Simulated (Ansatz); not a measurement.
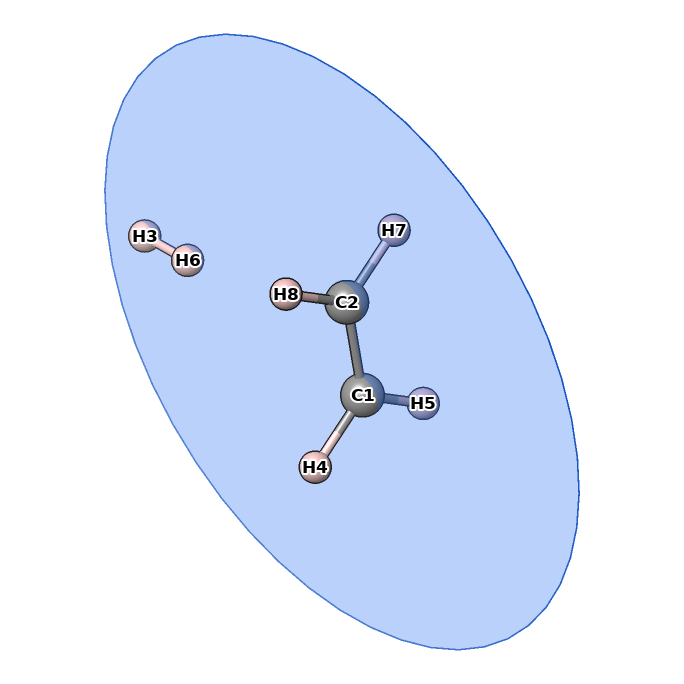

A disc through the centre of mass is drawn in. Distant atoms are faded towards the background colour. The geometry was computed by an optimisation with PBE-D4/def2-SVP. No frequency run is at hand to confirm it as a minimum.

Is the plane of the disc a mirror plane of the structure?

Yes. The reflection leaves C1, C2, H3, H6 in place and moves H4 ↔ H5; H7 ↔ H8. The point group is Cs.
